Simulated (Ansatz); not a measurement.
**Hypothetical CsCl type BiSb, response to strain**

Take BiSb in the CsCl type structure (space group Pm-3m, No. 221; a = 3.894 Å; a hypothetical phase, not in the database extracts checked; relaxed with 0.1 eV smearing) as the base.

Strains are applied to the cell and any free atomic positions relax.

Level of theory: PBE, PAW, 420 eV (Ansatz, a program for electronic structure; spin-orbit coupling left out).

Notes on the quantities. energy relative to the base: free energy F.

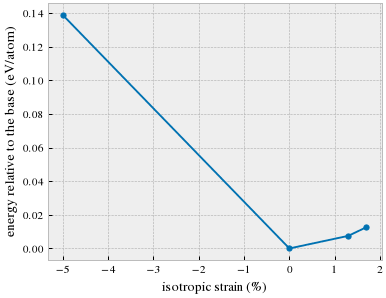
Figure. Energy relative to the base against isotropic strain

Task: From the plot, what is the energy relative to the base for isotropic strain +1.70 %?

Result: About 0.01 eV/atom.

Task: Is the trend monotonic over the range shown?

Result: No, it turns within the range, spanning 0 meV/atom to +139 meV/atom.

No phonon test of stability was made. All final runs are without spin polarisation.
